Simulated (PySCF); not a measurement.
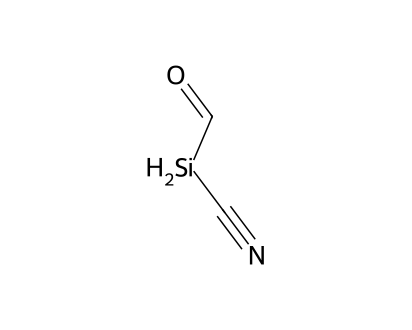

A structural formula.

Give its SMILES.

Answer. N#C[SiH2]C=O

What is the molecular formula?

Answer. C2H3NOSi.

More results for the same structure follow; atom numbers are the same in all pictures, views and colours differ. Computed geometry: PBE0-D3(BJ)/def2-SVP optimisation. No frequency run is at hand to confirm it as a minimum.

**Shape**

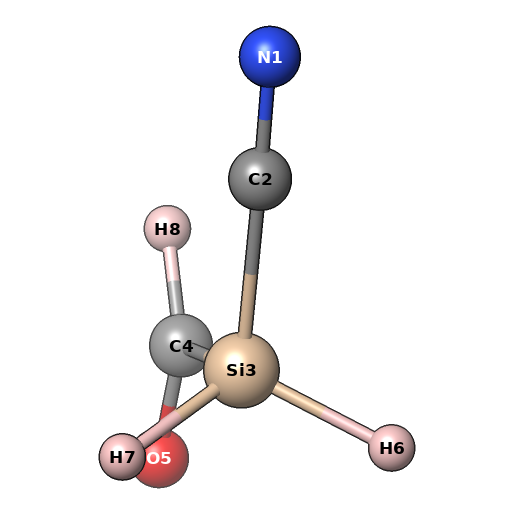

C4 lies behind Si3. The molecule seen a little off the Si3–C4 bond, Si3 in front. Depth is shown by fading: the farther an atom, the more it takes the colour of the background. No frequency run is at hand to confirm it as a minimum.

What is the torsion angle C2–Si3–C4–O5? The sign is positive where the front bond must turn clockwise to cover the back bond.

Answer. −178°, antiperiplanar (anti).

**Electronic properties**

No frequency run is at hand to confirm it as a minimum. Level of theory: B3LYP/pcSseg-2, gas phase (PySCF 2.14.0).

What does the calculation give?

- dipole moment: 1.45 D
- HOMO energy (Kohn–Sham orbital): −7.65 eV
- LUMO energy (Kohn–Sham orbital): −2.72 eV
- HOMO–LUMO gap: 4.92 eV

**Spin–spin coupling**

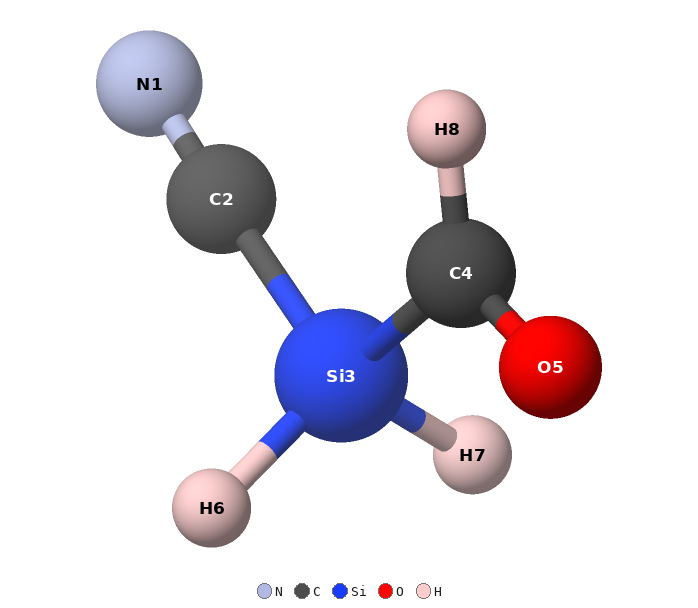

No frequency run is at hand to confirm it as a minimum. Properties computed with B3LYP/cc-pVTZ indirect spin-spin coupling, non-relativistic, gas phase (PySCF 2.14.0). Isotopes: 13C, 1H, 15N, 17O, 29Si.

Give the spin–spin coupling constants of these pairs, with the number of bonds between them: C4/O5, C2/H6, H6/H7, N1/H6, C2/O5, H7/H8.

| pair | bonds apart | J (Hz) |
| --- | --- | --- |
| C4, O5 | 1 | 27.3 |
| C2, H6 | 2 | 7.0 |
| H6, H7 | 2 | 1.9 |
| N1, H6 | 3 | −0.7 |
| C2, O5 | 3 | −1.1 |
| H7, H8 | 3 | 2.5 |

**NMR shielding**

The questions are on isotropic NMR shieldings of the C atoms. No frequency run is at hand to confirm it as a minimum. Level of theory: GIAO KT2/pcSseg-2 NMR shielding, non-relativistic, gas phase (PySCF 2.14.0).

List the isotropic NMR shieldings of the C atoms.

```tsv
atom	σ (ppm)
C2	71.0
C4	−44.1
```
